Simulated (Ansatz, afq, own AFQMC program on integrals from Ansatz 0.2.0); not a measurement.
**AlBH₂ (singlet): AFQMC on the coupled-cluster ladder at angle Al2–B1–H3 = 124.3°, cc-pVDZ, part 1 of 2**

Aim: compute AlBH₂ (singlet) with auxiliary-field quantum Monte Carlo on the same integrals as coupled cluster, and set the energies side by side.

Program: Ansatz 0.2.0, Gaussian basis, and an in-house AFQMC program (afq) on its integrals; all values are calculated. Level of theory: cc-pVDZ, frozen cores. These are calculated values, not measurements.

Plan: PBE (unrestricted); r2SCAN (unrestricted); PBE0 (unrestricted); B3LYP (unrestricted); wB97M-V (unrestricted); B2PLYP (unrestricted); CCSD(T) on RHF; CCSDT(Q) on RHF; Phaseless AFQMC, CISD trial on RHF; UHF; CCSD(T) on UHF; CCSDT(Q) on UHF; Phaseless AFQMC, CISD trial on UHF.

22 further runs of the same task are left out: 11 that didn't finish, 11 set aside as unsound or not needed.

## (1) What is computed

The geometry derives from a PBE0/def2-TZVP stationary point (not a proven minimum). One angle is set to the value named; bond lengths are kept.

4 atoms, charge 0, spin multiplicity 1.

Atoms are counted from 1 here; the program's logs count them from 0.

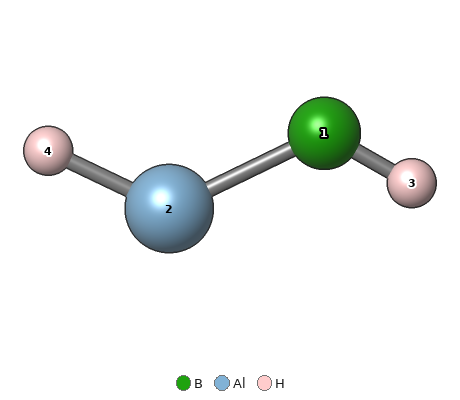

The geometry (boron green, aluminium light blue, hydrogen pink); atoms are numbered from 1 in the order of the file.

## (2) PBE (unrestricted)

in.yaml

```yaml
crystal:
  periodic: [false, false, false]
  atoms:
    - {symbol: B, position_ang: [0.000000, -0.434547, 1.386385]}
    - {symbol: Al, position_ang: [0.000000, 0.188936, -0.571677]}
    - {symbol: H, position_ang: [0.000000, 0.303124, 2.329285]}
    - {symbol: H, position_ang: [0.000000, -0.699869, -1.896197]}
basis:
  gaussian: {orbitals: cc-pVDZ}
magnetization: {spin_polarized: true, initial_magnetization: 0}
hamiltonian: {xc: {name: PBE}}
output: {orbitals: {seedname: orbitals}}
```

Started as:

```console
$ ansatz run in.yaml --threads 1 --pin off --events-out ev --progress --plain --max-ram 1382MiB
```

What it wrote:

```text
Functional definition: PBE
  name "PBE"
  cite "Perdew, Burke & Ernzerhof, Phys. Rev. Lett. 77, 3865 (1996) doi:10.1103/PhysRevLett.77.3865"
  parent pbe
  parameter kappa = 0.804
  parameter beta = 0.06672455060314922
  exchange = pbe_x(kappa = kappa, mu = beta*pi^2/3)
  correlation = pbe_c(beta = beta)
523 factors; their error is unknown
mean field evaluation 1: about -7291.7915 eV, gradient 2.1e1 eV
mean field evaluation 2: about -7257.1459 eV, gradient 4.7e1 eV
mean field evaluation 4: about -7296.2865 eV, gradient 2.9e0 eV
mean field evaluation 8: about -7296.3640 eV, gradient 5.6e-2 eV
mean field evaluation 16: about -7296.4191 eV, gradient 4.1e-1 eV
mean field evaluation 32: about -7296.3958 eV, gradient 5.2e-2 eV
mean field evaluation 64: about -7296.1943 eV, gradient 1.0e-3 eV
mean field evaluation 96: about -7295.9441 eV, gradient 3.3e0 eV
mean field -7296.50775819 eV, -268.1417143627 hartree, gradient 3.8e-5 eV, S^2 0.655972; 13 other end points of the search recorded, 0 dependent functions left out
reference -7296.50779289 eV, -268.1417156381 hartree; 10, 10 occupied and 32, 32 virtual orbitals, 523 factors
Total energy: -7296.50779289 eV, -268.1417156381 hartree
```

Run time: 4.2 s. Hardware: 1 thread of Intel Xeon Platinum 8488C (Sapphire Rapids), shared host.

From the report: ⟨S²⟩ of the determinant 0.656 (pure singlet: 0.00). The determinant is far from a pure spin state, so its energy mixes those of several spin states (harmless only where they are near-degenerate, as at dissociation).

## (3) r2SCAN (unrestricted)

in.yaml, as its differences from that of step 2:

```diff
@@ -10,3 +10,2 @@
 magnetization: {spin_polarized: true, initial_magnetization: 0}
-hamiltonian: {xc: {name: PBE}}
-output: {orbitals: {seedname: orbitals}}
+hamiltonian: {xc: {name: r2SCAN}}
```

The command is unchanged.

What it wrote, shortened:

```text
Functional definition: r2SCAN
  name "r2SCAN"
  cite "Furness, Kaplan, Ning, Perdew & Sun, J. Phys. Chem. Lett. 11, 8208 (2020) doi:10.1021/acs.jpclett.0c02405"
  cite "Furness, Kaplan, Ning, Perdew & Sun, J. Phys. Chem. Lett. 11, 9248 (2020) doi:10.1021/acs.jpclett.0c03077"
  parent r2scan
[...]
523 factors; their error is unknown
[...]
mean field -7300.27379301 eV, -268.2801135899 hartree, gradient 2.3e-5 eV, S^2 0.796115; 13 other end points of the search recorded, 0 dependent functions left out
reference -7300.27380637 eV, -268.2801140808 hartree; 10, 10 occupied and 32, 32 virtual orbitals, 523 factors
Total energy: -7300.27380637 eV, -268.2801140808 hartree
```

Wall time 9.5 s (1 thread of Intel Xeon Platinum 8488C (Sapphire Rapids), shared host).

From the report: ⟨S²⟩ of the determinant 0.796 (pure singlet: 0.00). The determinant is far from a pure spin state, so its energy mixes those of several spin states (harmless only where they are near-degenerate, as at dissociation).

## (4) PBE0 (unrestricted)

in.yaml, as its differences from that of step 3:

```diff
@@ -10,2 +10,3 @@
 magnetization: {spin_polarized: true, initial_magnetization: 0}
-hamiltonian: {xc: {name: r2SCAN}}
+hamiltonian: {xc: {name: PBE0}}
+output: {orbitals: {seedname: orbitals}}
```

Launched as before.

What it wrote, shortened:

```text
Functional definition: PBE0
  name "PBE0"
  cite "Adamo & Barone, J. Chem. Phys. 110, 6158 (1999) doi:10.1063/1.478522"
  cite "Perdew, Burke & Ernzerhof, Phys. Rev. Lett. 77, 3865 (1996) doi:10.1103/PhysRevLett.77.3865"
  parent pbe
[...]
401 factors; integrals over basis functions are off by at most 1.0e-3 eV
[...]
mean field -7297.29993543 eV, -268.1708263396 hartree, gradient 7.4e-6 eV, S^2 0.689065; 10 other end points of the search recorded, 0 dependent functions left out
reference -7297.29996150 eV, -268.1708272975 hartree; 10, 10 occupied and 32, 32 virtual orbitals, 401 factors
Total energy: -7297.29996150 eV, -268.1708272975 hartree
```

It took 4 s on 1 thread of Intel Xeon Platinum 8488C (Sapphire Rapids), shared host.

From the report: ⟨S²⟩ of the determinant 0.689 (pure singlet: 0.00). The determinant is far from a pure spin state, so its energy mixes those of several spin states (harmless only where they are near-degenerate, as at dissociation).

## (5) B3LYP (unrestricted)

in.yaml, as its differences from that of step 4:

```diff
@@ -10,3 +10,2 @@
 magnetization: {spin_polarized: true, initial_magnetization: 0}
-hamiltonian: {xc: {name: PBE0}}
-output: {orbitals: {seedname: orbitals}}
+hamiltonian: {xc: {name: B3LYP}}
```

Same command.

What it wrote, shortened:

```text
Functional definition: B3LYP
  name "B3LYP"
  cite "Stephens, Devlin, Chabalowski & Frisch, J. Phys. Chem. 98, 11623 (1994) doi:10.1021/j100096a001"
  cite "Becke, Phys. Rev. A 38, 3098 (1988) doi:10.1103/PhysRevA.38.3098"
  cite "Lee, Yang & Parr, Phys. Rev. B 37, 785 (1988) doi:10.1103/PhysRevB.37.785"
  cite "Vosko, Wilk & Nusair, Can. J. Phys. 58, 1200 (1980) doi:10.1139/p80-159"
[...]
401 factors; integrals over basis functions are off by at most 1.0e-3 eV
[...]
mean field -7302.27351175 eV, -268.3536018982 hartree, gradient 1.8e-5 eV, S^2 0.553760; 11 other end points of the search recorded, 0 dependent functions left out
reference -7302.27372093 eV, -268.3536095852 hartree; 10, 10 occupied and 32, 32 virtual orbitals, 401 factors
Total energy: -7302.27372093 eV, -268.3536095852 hartree
```

Wall time 4.5 s (1 thread of Intel Xeon Platinum 8488C (Sapphire Rapids), shared host).

From the report: ⟨S²⟩ of the determinant 0.554 (pure singlet: 0.00). The determinant is far from a pure spin state, so its energy mixes those of several spin states (harmless only where they are near-degenerate, as at dissociation).

## (6) wB97M-V (unrestricted)

in.yaml, as its differences from that of step 5:

```diff
@@ -10,2 +10,3 @@
 magnetization: {spin_polarized: true, initial_magnetization: 0}
-hamiltonian: {xc: {name: B3LYP}}
+hamiltonian: {xc: {name: wB97M-V}}
+output: {orbitals: {seedname: orbitals}}
```

Launched as before.

What it wrote, shortened:

```text
Functional definition: wB97M-V
  name "wB97M-V"
  cite "Mardirossian & Head-Gordon, J. Chem. Phys. 144, 214110 (2016) doi:10.1063/1.4952647"
  cite "Becke, J. Chem. Phys. 107, 8554 (1997) doi:10.1063/1.475007"
  cite "Vydrov & Van Voorhis, J. Chem. Phys. 133, 244103 (2010) doi:10.1063/1.3521275"
  # Of w^i u^j: cxij and so on, Table III.
[...]
  gx(w, u) = 1 - cx + cx01*u + cx10*w
  gss(w, u) = css00 + css04*u^4 + css10*w + css20*w^2 + css43*w^4*u^3
  gos(w, u) = cos00 + cos10*w + (cos20 + cos21*u)*w^2 + (cos60 + cos61*u)*w^6
[...]
      + integral(e_c_pw_mod_opposite_spin*gos(b97_w_opposite, b97_u_opposite)) + vv10(b, c)
401 factors; integrals over basis functions are off by at most 1.0e-3 eV
152 factors; integrals over basis functions are off by at most 2.0e-5 eV
[...]
mean field -7300.31385476 eV, -268.2815858322 hartree, gradient 9.7e-6 eV, S^2 0.060177; 6 other end points of the search recorded, 0 dependent functions left out
reference -7300.31389471 eV, -268.2815873002 hartree; 10, 10 occupied and 32, 32 virtual orbitals, 401 factors
Total energy: -7300.31389471 eV, -268.2815873002 hartree
```

Run time: 14 s. Hardware: 1 thread of Intel Xeon Platinum 8488C (Sapphire Rapids), shared host.

From the report: ⟨S²⟩ of the determinant 0.060 (pure singlet: 0.00).

## (7) B2PLYP (unrestricted)

in.yaml, as its differences from that of step 6:

```diff
@@ -10,3 +10,3 @@
 magnetization: {spin_polarized: true, initial_magnetization: 0}
-hamiltonian: {xc: {name: wB97M-V}}
-output: {orbitals: {seedname: orbitals}}
+hamiltonian: {xc: {name: B2PLYP}}
+correlation: {electrons: outside_noble_gas}
```

The command is unchanged.

What it wrote, shortened:

```text
Functional definition: B2PLYP
  name "B2PLYP"
  cite "Grimme, J. Chem. Phys. 124, 034108 (2006) doi:10.1063/1.2148954"
  cite "Becke, Phys. Rev. A 38, 3098 (1988) doi:10.1103/PhysRevA.38.3098"
  cite "Lee, Yang & Parr, Phys. Rev. B 37, 785 (1988) doi:10.1103/PhysRevB.37.785"
[...]
401 factors; integrals over basis functions are off by at most 1.0e-3 eV
[...]
mean field -7296.05363608 eV, -268.1250256833 hartree, gradient 2.6e-6 eV, S^2 0.640025; 12 other end points of the search recorded, 0 dependent functions left out
6 core orbitals not correlated: weight in the atoms' cores, before any rotation towards them, 1.000 or more for the frozen orbitals, at most 0.000 for the correlated occupied ones
reference -7296.05376870 eV, -268.1250305570 hartree; 4, 4 occupied and 32, 32 virtual orbitals, 401 factors
second order -4.13584894 eV of doubles, -0.00000000 eV of singles
Total energy: -7297.17044792 eV, -268.1660677612 hartree
```

Wall time 6.5 s (1 thread of Intel Xeon Platinum 8488C (Sapphire Rapids), shared host).

From the report: ⟨S²⟩ of the determinant 0.640 (pure singlet: 0.00). The determinant is far from a pure spin state, so its energy mixes those of several spin states (harmless only where they are near-degenerate, as at dissociation).

## (8) CCSD(T) on RHF

in.yaml, as its differences from that of step 7:

```diff
@@ -9,4 +9,3 @@
   gaussian: {orbitals: cc-pVDZ}
-magnetization: {spin_polarized: true, initial_magnetization: 0}
-hamiltonian: {xc: {name: B2PLYP}}
-correlation: {electrons: outside_noble_gas}
+magnetization: {spin_polarized: false}
+correlation: {method: ccsd_t, electrons: outside_noble_gas, hamiltonian_folder: ham}
```

The command is unchanged.

What it wrote, shortened:

```text
Functional definition: HF
  name "HF"
  cite "Fock, Z. Phys. 61, 126 (1930) doi:10.1007/BF01340294"
  parent pbe
[...]
401 factors; integrals over basis functions are off by at most 1.0e-3 eV
[...]
mean field -7282.06309184 eV, -267.6108826653 hartree, gradient 2.6e-6 eV, S^2 0.000000; 1 other end points of the search recorded, 0 dependent functions left out; unrestricted orbitals would lower it
determinant -7282.06309184 eV, -267.6108826653 hartree, with singles and doubles -7286.86186771 eV, -267.7872344259 hartree
determinant -7280.00581329 eV, -267.5352790732 hartree, with singles and doubles -7284.80920223 eV, -267.7118003610 hartree
6 core orbitals not correlated: weight in the atoms' cores, before any rotation towards them, 1.000 or more for the frozen orbitals, at most 0.000 for the correlated occupied ones
reference -7282.06309184 eV, -267.6108826653 hartree; 4, 4 occupied and 32, 32 virtual orbitals, 401 factors
second order -3.71021986 eV of doubles, -0.00000000 eV of singles
cycle   1  -4.79873517 eV  change    4.1e-5 eV  update   1.1e-3
[...]
cycle   9  -4.79861374 eV  change    3.0e-6 eV  update   1.4e-6
perturbative correction -0.20513759 eV, -0.0075386672 hartree
Total energy: -7287.06684316 eV, -267.7947671347 hartree
```

Run time: 0.51 s. Hardware: 1 thread of Intel Xeon Platinum 8488C (Sapphire Rapids), shared host.

From the report: correlation -5.0038 eV; T1 0.026; largest double amplitude 0.25.

This run also writes the integrals to the folder ham.

## (9) CCSDT(Q) on RHF

in.yaml, as its differences from that of step 8:

```diff
@@ -10,2 +10,2 @@
 magnetization: {spin_polarized: false}
-correlation: {method: ccsd_t, electrons: outside_noble_gas, hamiltonian_folder: ham}
+correlation: {method: ccsdt_q, electrons: outside_noble_gas}
```

The command is unchanged.

What it wrote, shortened:

```text
Functional definition: HF
  name "HF"
  cite "Fock, Z. Phys. 61, 126 (1930) doi:10.1007/BF01340294"
  parent pbe
[...]
774 factors; integrals over basis functions are off by at most 1.5e-7 eV
[...]
mean field -7282.06311360 eV, -267.6108834653 hartree, gradient 2.7e-6 eV, S^2 0.000000; 1 other end points of the search recorded, 0 dependent functions left out; unrestricted orbitals would lower it
determinant -7282.06311360 eV, -267.6108834653 hartree, with singles and doubles -7286.86189549 eV, -267.7872354467 hartree
determinant -7280.00584182 eV, -267.5352801218 hartree, with singles and doubles -7284.80923065 eV, -267.7118014052 hartree
6 core orbitals not correlated: weight in the atoms' cores, before any rotation towards them, 1.000 or more for the frozen orbitals, at most 0.000 for the correlated occupied ones
reference -7282.06311360 eV, -267.6108834653 hartree; 4, 4 occupied and 32, 32 virtual orbitals, 774 factors
second order -3.71025816 eV of doubles, -0.00000000 eV of singles
cycle   1  -4.39427983 eV  change   -6.8e-1 eV  update   1.0e-1
[...]
cycle  21  -5.04472544 eV  change    7.6e-8 eV  update   4.3e-7
perturbative correction -0.01579902 eV, -0.0005806031 hartree
Total energy: -7287.12363806 eV, -267.7968543088 hartree
```

Run time: 2.5 s. Hardware: 1 thread of Intel Xeon Platinum 8488C (Sapphire Rapids), shared host.

From the report: correlation -5.0605 eV; T1 0.028; largest double amplitude 0.29.

## (10) Phaseless AFQMC, CISD trial on RHF

It reads the integrals that the CCSD(T) run on this determinant wrote.

Started as:

```console
$ afq ham --method phaseless --trial cisd --walkers 70 --populations 1 --least-time 40 --time-step 0.005 --steps-per-block 50 --equilibration-blocks 28 --max-blocks 300 --target-error 0.00034 --factor-cut 1e-05 --seed 8138 --release-times 0.24,0.51,0.99,1.62,2.4 --release-step 0.03 --release-every 4 --taylor-order 6
```

What it wrote:

```text
orbitals 36  electrons 4 4  factors 270 of 401
reference energy -267.61088267 Eh
CCSD correlation -0.17634563 Eh in 13 cycles, weight of the determinant in the CISD state 0.8303
energy of the start -267.787228 Eh
 block  time / (1/Eh)  mean weight  energy / Eh
     1     0.250  0.9994  -267.785167
     2     0.500  1.0008  -267.785458
     3     0.750  0.9989  -267.786908
     4     1.000  0.9996  -267.789056
     5     1.250  1.0005  -267.789643
     6     1.500  1.0002  -267.794002
     7     1.750  0.9982  -267.793865
     8     2.000  1.0001  -267.792531
     9     2.250  1.0005  -267.792435
    10     2.500  1.0013  -267.792721
    17     4.250  0.9998  -267.795415
    25     6.250  0.9995  -267.796371
    33     8.250  1.0000  -267.793673
    41    10.250  1.0015  -267.790295
    49    12.250  1.0003  -267.801756
    57    14.250  1.0000  -267.805155
    65    16.250  1.0006  -267.795449
    73    18.250  1.0009  -267.798530
    81    20.250  1.0026  -267.791606
    89    22.250  1.0012  -267.792978
    97    24.250  0.9996  -267.794534
   105    26.250  1.0013  -267.794393
   113    28.250  1.0006  -267.794929
   121    30.250  1.0002  -267.798840
   129    32.250  1.0001  -267.793880
   137    34.250  1.0017  -267.793559
   145    36.250  1.0005  -267.799029
   153    38.250  0.9990  -267.794249
   161    40.250  1.0005  -267.801278
   169    42.250  0.9981  -267.791401
   177    44.250  1.0021  -267.796973
   185    46.250  1.0004  -267.793336
   193    48.250  0.9995  -267.794431
   201    50.250  0.9991  -267.797561
   209    52.250  1.0000  -267.795423
   217    54.250  1.0007  -267.799843
   225    56.250  1.0005  -267.796389
   233    58.250  1.0004  -267.793376
   241    60.250  0.9997  -267.792030
   249    62.250  0.9992  -267.790436
   257    64.250  0.9993  -267.791971
   265    66.250  1.0006  -267.794423
   273    68.250  0.9993  -267.791931
   281    70.250  0.9997  -267.799794
   289    72.250  0.9999  -267.795892
   297    74.250  1.0008  -267.805086
   305    76.250  1.0009  -267.795684
   313    78.250  0.9998  -267.796457
   321    80.250  0.9992  -267.794515
blocks merged  error / Eh  count
     1  0.000231  300
     2  0.000297  150
     4  0.000373  75
     8  0.000477  37
    16  0.000593  18
    32  0.000629  9
released: time / (1/Eh)  energy / Eh  error  mean overlap
  0.24  -267.795813  0.000494  1.0054
  0.51  -267.795750  0.000463  1.0094
  0.99  -267.795979  0.000486  1.0116
  1.62  -267.796175  0.000673  1.0216
  2.40  -267.795776  0.000550  1.0319
energy -267.795646 +/- 0.000593 Eh
```

Wall time 2.8 min (1 thread of Intel Xeon Platinum 8488C (Sapphire Rapids), shared host).

Energy -7287.0908 ± 0.0161 eV. Caveats: constraint bias not in the error; error above the target.

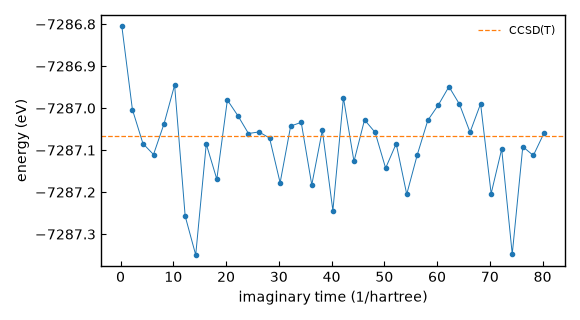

Block energies along the walk.

## (11) UHF

in.yaml, as its differences from that of step 9:

```diff
@@ -9,3 +9,4 @@
   gaussian: {orbitals: cc-pVDZ}
-magnetization: {spin_polarized: false}
-correlation: {method: ccsdt_q, electrons: outside_noble_gas}
+magnetization: {spin_polarized: true, initial_magnetization: 0}
+hamiltonian: {xc: hf}
+output: {orbitals: {seedname: orbitals}}
```

Started as:

```console
$ ansatz run in.yaml --threads 1 --pin off --events-out ev --progress --plain --max-ram 1382MiB
```

What it wrote, shortened:

```text
Functional definition: HF
  name "HF"
  cite "Fock, Z. Phys. 61, 126 (1930) doi:10.1007/BF01340294"
  parent pbe
[...]
401 factors; integrals over basis functions are off by at most 1.0e-3 eV
[...]
mean field -7282.73099384 eV, -267.6354276113 hartree, gradient 7.1e-6 eV, S^2 0.785126; 7 other end points of the search recorded, 0 dependent functions left out
reference -7282.73099384 eV, -267.6354276113 hartree; 10, 10 occupied and 32, 32 virtual orbitals, 401 factors
Total energy: -7282.73099384 eV, -267.6354276113 hartree
```

Wall time 0.78 s (1 thread of Intel Xeon Platinum 8488C (Sapphire Rapids), shared host).

From the report: ⟨S²⟩ of the determinant 0.785 (pure singlet: 0.00). The determinant is far from a pure spin state, so its energy mixes those of several spin states (harmless only where they are near-degenerate, as at dissociation).

## (12) CCSD(T) on UHF

in.yaml, as its differences from that of step 11:

```diff
@@ -10,3 +10,2 @@
 magnetization: {spin_polarized: true, initial_magnetization: 0}
-hamiltonian: {xc: hf}
-output: {orbitals: {seedname: orbitals}}
+correlation: {method: ccsd_t, electrons: outside_noble_gas, hamiltonian_folder: ham}
```

The command is unchanged.

What it wrote, shortened:

```text
Functional definition: HF
  name "HF"
  cite "Fock, Z. Phys. 61, 126 (1930) doi:10.1007/BF01340294"
  parent pbe
[...]
401 factors; integrals over basis functions are off by at most 1.0e-3 eV
[...]
mean field -7282.73099384 eV, -267.6354276113 hartree, gradient 1.9e-6 eV, S^2 0.785126; 21 other end points of the search recorded, 0 dependent functions left out
determinant -7282.73099384 eV, -267.6354276113 hartree, with singles and doubles -7286.75971412 eV, -267.7834803509 hartree
determinant -7282.31650523 eV, -267.6201954358 hartree, with singles and doubles -7286.39033483 eV, -267.7699059122 hartree
determinant -7280.38257285 eV, -267.5491247317 hartree, with singles and doubles -7284.71809669 eV, -267.7084522941 hartree
determinant -7280.00581322 eV, -267.5352790705 hartree, with singles and doubles -7284.81580897 eV, -267.7120431542 hartree
[...]
determinant -7279.48396361 eV, -267.5161014511 hartree, with singles and doubles -7283.92653517 eV, -267.6793629449 hartree
determinant -7282.73099384 eV, -267.6354276113 hartree, with singles and doubles -7286.81135274 eV, -267.7853780350 hartree
determinant -7282.31650523 eV, -267.6201954358 hartree, with singles and doubles -7286.40287115 eV, -267.7703666133 hartree
determinant -7282.06309184 eV, -267.6108826653 hartree, with singles and doubles -7286.86194979 eV, -267.7872374424 hartree
6 core orbitals not correlated: weight in the atoms' cores, before any rotation towards them, 1.000 or more for the frozen orbitals, at most 0.000 for the correlated occupied ones
reference -7282.73099384 eV, -267.6354276113 hartree; 4, 4 occupied and 32, 32 virtual orbitals, 401 factors
second order -2.90385822 eV of doubles, -0.00000000 eV of singles
cycle   1  -4.08035920 eV  change   -3.0e-7 eV  update   3.1e-6
perturbative correction -0.18330211 eV, -0.0067362284 hartree
Total energy: -7286.99465516 eV, -267.7921142746 hartree
```

Run time: 5.5 s. Hardware: 1 thread of Intel Xeon Platinum 8488C (Sapphire Rapids), shared host.

From the report: ⟨S²⟩ of the determinant 0.785 (pure singlet: 0.00); correlation -4.2637 eV; T1 0.090; largest double amplitude 0.24. The determinant is far from a pure spin state, so its energy mixes those of several spin states (harmless only where they are near-degenerate, as at dissociation).

This run also writes the integrals to the folder ham.

(Continued in part 2 of 2.)
